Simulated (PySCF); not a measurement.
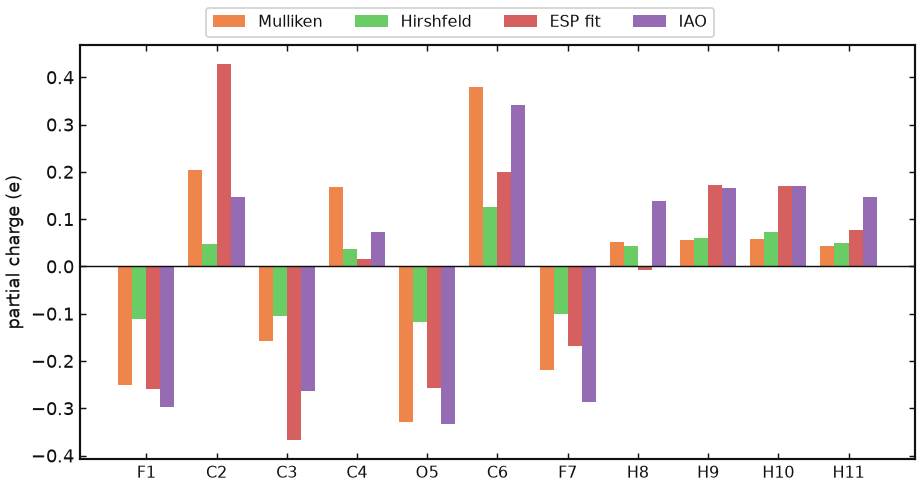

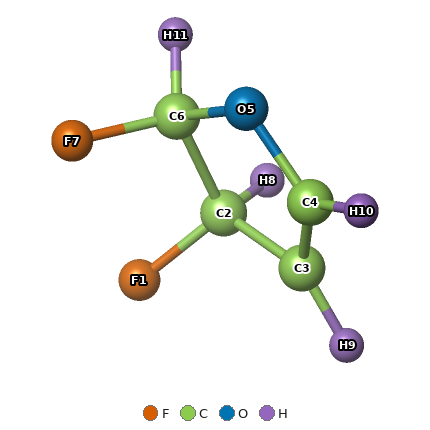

Atomic charges of C₄H₄F₂O, SMILES F[C@@H]1C=CO[C@@H]1F by 4 schemes, PBE0/def2-SVP with PySCF 2.14.0, at a PBE0-D3(BJ)/def2-SVP geometry (no frequency check).

### On which atom do the schemes disagree most?

On C2: Mulliken 0.20, Hirshfeld 0.05, ESP fit 0.43, IAO 0.15 e.

### Which atom is the most negative in each scheme?

Mulliken: O5 (−0.33 e); Hirshfeld: O5 (−0.12 e), F1 (−0.11 e) and C3 (−0.11 e); ESP fit: C3 (−0.37 e); IAO: O5 (−0.33 e).
